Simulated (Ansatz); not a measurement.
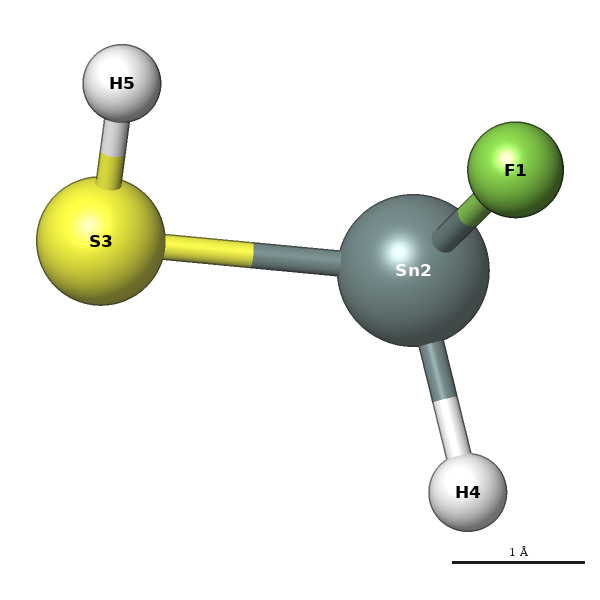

The atoms are numbered. The species is neutral and a spin doublet. The geometry was computed by an optimisation with PBE0-D4/def2-TZVP. No frequency run is at hand to confirm it as a minimum.

Question: How are the neighbours of atom 3 arranged?

Answer: S3 has 2 neighbours (Sn2 at 2.41, H5 at 1.34 Å); the arrangement is bent.

Question: What is the geometry at Sn2?

Answer: Sn2 has 3 neighbours (F1 at 1.93, S3 at 2.41, H4 at 1.74 Å); the arrangement is trigonal pyramidal.
